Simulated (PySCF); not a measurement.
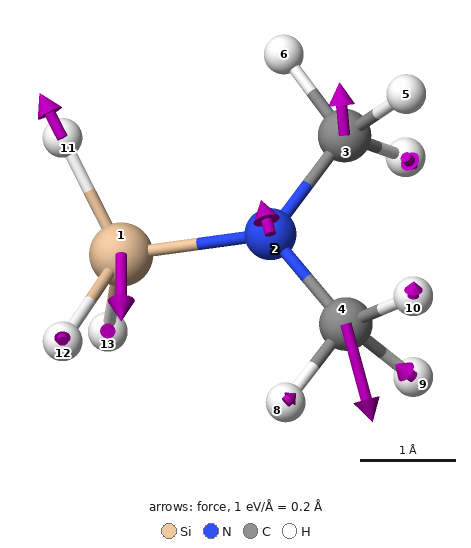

Starting geometry of C2H9NSi with the computed forces as purple arrows. The picture is a ball-and-stick view, seen at a tilt.

The start comes from GFN2-xTB. Its atoms were then displaced at random by about 0.03 Å.

Level of theory: PBE0-D3(BJ)/def2-SVP geometry optimisation, gas phase in PySCF 2.14.0, density-fitted response routines. 

Is this structure relaxed? If not, where do the atoms go?

It isn't relaxed: the largest force vector, on a C atom, is 5.37 eV/Å. The final displacements follow the starting forces only in part (cosine between the two patterns 0.65). The largest moves after the best rigid fit, 0.10 Å, are those of Si and C atoms. By element the largest moves are C 0.10 Å, Si 0.10 Å, H 0.09 Å, N 0.04 Å. Near-neighbour distances that change, for instance: H–Si 1.375 → 1.494 Å, C–N 1.355 → 1.441 Å, C–H 1.174 → 1.110 Å, H–Si 1.546 → 1.495 Å. Bond angles that change, for instance: H–Si–H 116.0° → 107.2°, N–C–H 119.1° → 110.7°, N–Si–H 100.5° → 108.0°. The energy falls by 15.5 kcal/mol in 5 geometry steps.
